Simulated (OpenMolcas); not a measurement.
## Energy and gradient calculation of CH₅Ge (part 1 of 2)

CH₅Ge, multiplicity 2, SMILES [CH3][GeH2], computed with SVWN5/def2-TZVP, UKS (OpenMolcas 26.06).

The geometry comes from this level: PBE0-D4/def2-TZVP.

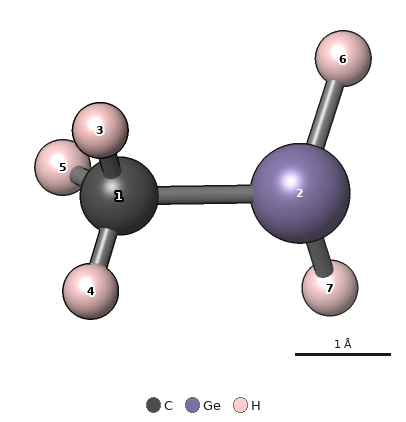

The structure as given in the input (ball-and-stick view, seen at a tilt; atoms are numbered from 1 in the order of the input). Sticks mark near contacts.

Input
```
&GATEWAY
BasLib
$CurrDir
Coord
7
angstrom
C       -0.247600      -0.809300      -0.206400
Ge       0.396000       0.824800       0.663000
H       -1.153200      -1.166400       0.283800
H        0.513100      -1.588100      -0.157000
H       -0.473200      -0.603400      -1.255600
H       -0.673100       1.940800       0.621200
H        1.699200       1.333700       0.005300
Basis
def2-TZVP
Group
NoSym
&SEWARD
GridInput
Grid=UltraFine
End of Grid
&SCF
UHF
Spin
2
KSDFT
SVWN5
Thresholds
1e-10 1e-07 1e-07 1e-05
PrOrbitals
1 1
&ALASKA
```

Launch command:
```bash
export MOLCAS_MEM=1860
pymolcas run.inp > run.log
```

What the program printed
```
--- Start Module: gateway ---

                                              &GATEWAY

                       available to each process: 1.9 GB of memory, 1 thread

 Basis Set     1 Label: C.DEF2-TZVP
 Basis set is read from library:.
 basistype.tbl is not found

 Basis Set     2 Label: GE.DEF2-TZVP
 Basis set is read from library:.
 basistype.tbl is not found

 Basis Set     3 Label: H.DEF2-TZVP
 Basis set is read from library:.
 basistype.tbl is not found

++    Symmetry information:
      ---------------------

                    Character Table for C1

                             E
                    a        1  x, y, xy, Rz, z, xz, Ry, yz, Rx, I
--

++    Basis set information:
      ----------------------

      Basis set label: C.DEF2-TZVP.........

      Electronic valence basis set:
      ------------------
      Associated Effective Charge   6.000000 au
      Associated Actual Charge      6.000000 au
      Nuclear Model: Point charge

      Shell  nPrim  nBasis  Cartesian Spherical Contaminant
         s      11       5        X
         p       6       3        X
         d       2       2                 X
         f       1       1                 X

      Basis set label: GE.DEF2-TZVP.........

      Electronic valence basis set:
      ------------------
      Associated Effective Charge  32.000000 au
      Associated Actual Charge     32.000000 au
      Nuclear Model: Point charge

      Shell  nPrim  nBasis  Cartesian Spherical Contaminant
         s      17       6        X
         p      12       5        X
         d       8       4                 X
         f       1       1                 X

      Basis set label: H.DEF2-TZVP.........

      Electronic valence basis set:
      ------------------
      Associated Effective Charge   1.000000 au
      Associated Actual Charge      1.000000 au
      Nuclear Model: Point charge

      Shell  nPrim  nBasis  Cartesian Spherical Contaminant
         s       5       3        X
         p       1       1        X
--

++    Molecular structure info:
      -------------------------

                    ************************************************
                    **** Cartesian Coordinates / bohr, angstrom ****
                    ************************************************

     Center  Label                x              y              z                     x              y              z
        1      C1              -0.467896      -1.529355      -0.390039             -0.247600      -0.809300      -0.206400
        2      GE2              0.748332       1.558646       1.252888              0.396000       0.824800       0.663000
        3      H3              -2.179232      -2.204177       0.536304             -1.153200      -1.166400       0.283800
        4      H4               0.969618      -3.001074      -0.296687              0.513100      -1.588100      -0.157000
        5      H5              -0.894218      -1.140261      -2.372740             -0.473200      -0.603400      -1.255600
        6      H6              -1.271975       3.667580       1.173898             -0.673100       1.940800       0.621200
        7      H7               3.211023       2.520328       0.010016              1.699200       1.333700       0.005300

                    ***************************************
                    *    InterNuclear Distances / bohr    *
                    ***************************************

               1 C1            2 GE2           3 H3            4 H4            5 H5            6 H6
    1 C1       0.000000
    2 GE2      3.703265        0.000000
    3 H3       2.059652        4.821095        0.000000
    4 H4       2.059398        4.820913        3.353234        0.000000
    5 H5       2.065005        4.809080        3.353463        3.353582        0.000000
    6 H6       5.486400        2.921555        5.975548        7.187372        5.986374        0.000000
    7 H7       5.485838        2.921372        7.186986        5.966895        5.994200        4.771590

               7 H7
    7 H7       0.000000

                    *******************************************
                    *    InterNuclear Distances / angstrom    *
                    *******************************************

               1 C1            2 GE2           3 H3            4 H4            5 H5            6 H6
    1 C1       0.000000
    2 GE2      1.959684        0.000000
    3 H3       1.089921        2.551214        0.000000
    4 H4       1.089786        2.551117        1.774455        0.000000
    5 H5       1.092754        2.544856        1.774576        1.774639        0.000000
    6 H6       2.903278        1.546020        3.162124        3.803393        3.167853        0.000000
    7 H7       2.902981        1.545923        3.803189        3.157545        3.171994        2.525017

               7 H7
    7 H7       0.000000

                    **************************************
                    *    Valence Bond Angles / degree    *
                    **************************************
                          Atom centers                 Phi
                      3 H3       1 C1       4 H4       108.99
                      3 H3       1 C1       5 H5       108.79
                      4 H4       1 C1       5 H5       108.80
                      6 H6       2 GE2      7 H7       109.50
--

            Nuclear Potential Energy            106.65304436 au

--- Stop Module: gateway /rc=_RC_ALL_IS_WELL_ ---

--- Start Module: seward ---

                                              &SEWARD

                       available to each process: 1.9 GB of memory, 1 thread

               SEWARD will generate:
                  Multipole Moment integrals up to order  2
                  Kinetic Energy integrals
                  Nuclear Attraction integrals (point charge)
                  One-Electron Hamiltonian integrals
                  Velocity integrals
                  Orbital angular momentum around (  0.5446   1.0632   0.9562 )
                  Velocity quadrupole around (  0.5446   1.0632   0.9562 )
                  Two-Electron Repulsion integrals

                   Integrals are discarded if absolute value <: 1.00E-14
                   Integral cutoff threshold is set to       <: 1.00E-16

            Nuclear Potential Energy            106.65304436 au

      Basis set specifications :
      Symmetry species         a
      Basis functions          109

--- Stop Module: seward /rc=_RC_ALL_IS_WELL_ ---
--- Module seward spent 6 seconds ---

--- Start Module: scf ---

                                                &SCF

                       available to each process: 1.9 GB of memory, 1 thread

++    Input section:
      --------------

      Header of the integral files:

      Cartesian coordinates in angstrom:
      -----------------------------------------------------
      No.  Label        X            Y            Z
      -----------------------------------------------------
       1   C1        -0.24760000  -0.80930000  -0.20640000
       2   GE2        0.39600000   0.82480000   0.66300000
       3   H3        -1.15320000  -1.16640000   0.28380000
       4   H4         0.51310000  -1.58810000  -0.15700000
       5   H5        -0.47320000  -0.60340000  -1.25560000
       6   H6        -0.67310000   1.94080000   0.62120000
       7   H7         1.69920000   1.33370000   0.00530000
      -----------------------------------------------------
      Nuclear repulsion energy =  106.65304436
--

++    Orbital specifications:
      -----------------------

      Symmetry species               1
                                     a
      Frozen orbitals                0
      Occupied orbitals alpha       22
      Occupied orbitals beta        21
      Secondary orbitals alpha      87
      Secondary orbitals beta       88
      Deleted orbitals               0
      Total number of orbitals     109
      Number of basis functions    109
--

      Molecular charge                           0.000

      Numerical integration parameters
      --------------------------------
      Radial quadrature type:                         MHL
      Size of radial grid:                            99
      Lebedev angular grid:                           41
      Angular grid pruned with the crowding factor:  1.00E+10
                                 and fading factor:  1.00E+01
      Screening threshold for integral computation:   1.00E-11
      Radial quadrature accuracy:                     1.00E-25
      Maximum batch size:                             128
      AO values are stored on disk
      The same grid will be used for all iterations.

      DFT functional specifications
      -----------------------------
      Using Libxc version: 6.2.2
      Please cite the following reference:
      S. Lehtola, C. Steigemann, M. J.T. Oliveira, and M. A.L. Marques.,  SoftwareX 7, 1–5 (2018) doi:10.1016/j.softx.2017.11.002

      * Slater exchange
        - P. A. M. Dirac.,  Math. Proc. Cambridge Philos. Soc. 26, 376 (1930) doi:10.1017/S0305004100016108
        - F. Bloch.,  Z. Phys. 57, 545 (1929) doi:10.1007/BF01340281
      * Vosko, Wilk & Nusair (VWN5)

++    Optimization specifications:
      ----------------------------

      SCF Algorithm: Conventional USCF
      D(i)-D(i-1) density differences are used
      Number of density matrices in core                 5
      Maximum number of NDDO SCF iterations            400
      Maximum number of HF SCF iterations              400
      Threshold for SCF energy change             1.00E-10
      Threshold for density matrix                1.00E-07
      Threshold for Fock matrix                   1.00E-07
      Threshold for linear dependence             1.00E-09
      Threshold at which DIIS is turned on        1.50E-01
      Maximum depth in the DIIS procedure                5
      Maximum depth in the BFGS Hessian update          30
      Threshold at which QNR/C2DIIS is turned on  7.50E-02
      Threshold for Norm(delta) (QNR/C2DIIS)      1.00E-05
      All orbitals punched on: UHFORB
--

      Input vectors read from INPORB
      Orbital file label: *Guess orbitals

++ Convergence information
                               UHF SVWN5      iterations: Energy and convergence statistics

Iter     Tot. SVWN5      One-elec.       Two-elec.     Energy      Max Dij or  Max Fij      DNorm      TNorm      AccCon     Time
         Energy          Energy          Energy        Change      Delta Norm                                                in Sec.

 The total and one-electron energies are shifted by a value of      2000. a.u.

   1  -114.266765501 -1241.350083361  1020.430273500   0.00E+00    2.79E-01*   1.31E+00*    8.77E+00   3.55E+02   None         3.
   2  -114.407558128 -1246.193767543  1025.133165054  -1.41E-01*   3.23E-01*   5.76E-02*    1.88E+00   3.56E+02   EDIIS        2.
   3  -114.389237417 -1240.540714034  1019.498432257   1.83E-02*   8.43E-02*   3.44E-02*    1.41E+00   3.55E+02   EDIIS        2.
   4  -114.514942057 -1243.318349585  1022.150363167  -1.26E-01*   7.21E-02*   1.63E-02*    5.10E-01   3.56E+02   c2DIIS       2.
   5  -114.515947278 -1243.783156771  1022.614165133  -1.01E-03*   3.41E-01*   1.38E-02*    3.96E-01   3.56E+02   QNRc2DIIS    2.
   6  -114.509103110 -1242.891605005  1021.729457534   6.84E-03*   2.01E-01*   2.22E-02*    4.37E-01   3.56E+02   QNRc2DIIS    2.
   7  -114.521103455 -1243.300711348  1022.126563533  -1.20E-02*   3.67E-02*   4.66E-03*    2.35E-01   3.56E+02   QNRc2DIIS    2.
   8  -114.521477845 -1243.442937720  1022.268415515  -3.74E-04*   4.15E-03*   6.19E-04*    5.06E-02   3.56E+02   QNRc2DIIS    2.
   9  -114.521482113 -1243.381960257  1022.207433783  -4.27E-06*   3.01E-03*   2.26E-04*    5.16E-03   3.56E+02   QNRc2DIIS    2.
  10  -114.521482639 -1243.416171562  1022.241644563  -5.26E-07*   9.54E-04*   1.14E-04*    3.76E-03   3.56E+02   QNRc2DIIS    2.
  11  -114.521482821 -1243.402503518  1022.227976336  -1.82E-07*   2.71E-04*   2.18E-05*    1.31E-03   3.56E+02   QNRc2DIIS    2.
  12  -114.521482834 -1243.404349470  1022.229822275  -1.27E-08*   3.99E-05*   3.84E-06*    3.27E-04   3.56E+02   QNRc2DIIS    2.
  13  -114.521482834 -1243.404228631  1022.229701437  -2.93E-10*   9.86E-06    8.37E-07*    4.66E-05   3.56E+02   QNRc2DIIS    2.
  14  -114.521482834 -1243.404237240  1022.229710045  -1.73E-11    1.95E-06    1.49E-07*    1.24E-05   3.56E+02   QNRc2DIIS    2.
  15  -114.521482834 -1243.404237140  1022.229709945   4.55E-13*   5.17E-07    4.24E-08     2.70E-06   3.56E+02   QNRc2DIIS    2.
  16  -114.521482834 -1243.404237267  1022.229710072   9.09E-13*   1.64E-07    1.43E-08     6.55E-07   3.56E+02   QNRc2DIIS    2.
  17  -114.521482834 -1243.404237348  1022.229710154   4.55E-13*   3.76E-08    3.13E-09     2.22E-07   3.56E+02   QNRc2DIIS    2.
  18  -114.521482834 -1243.404237318  1022.229710123  -1.36E-12    6.30E-09    4.44E-10     5.05E-08   3.56E+02   QNRc2DIIS    2.

       Convergence after  18 Iterations
--

 *****************************************************************************************************************************
 *                                             SCF/KS-DFT Program, Final results                                             *
 *                                                       Final Results                                                       *
 *****************************************************************************************************************************

::    Total KS-DFT energy                           -2114.5214828343
      One-electron energy                           -3243.4042373175
      Two-electron energy                            1022.2297101228
      Nuclear repulsion energy                        106.6530443604
      Kinetic energy (interpolated)                  2112.6041520475
      Virial theorem                                    1.0009075675
      Total spin, S(S+1)                                0.7509267647
      Total spin, S                                     0.5004632750
      Max non-diagonal density matrix element           0.0000000016
      Max non-diagonal Fock matrix element              0.0000000001

      All orbitals with orbital energies smaller than  E(LUMO)+0.5 are printed

++    Molecular orbitals:
      -------------------

      Title: UKS-DFT orbitals (alpha)

      Molecular orbitals for symmetry species 1: a

          Orbital            1         2         3         4         5         6         7         8         9        10
          Energy         -396.3202  -49.0833  -43.7557  -43.7538  -43.7536   -9.7823   -5.9326   -4.1693   -4.1649   -4.1644
          Occ. No.          1.0000    1.0000    1.0000    1.0000    1.0000    1.0000    1.0000    1.0000    1.0000    1.0000
```
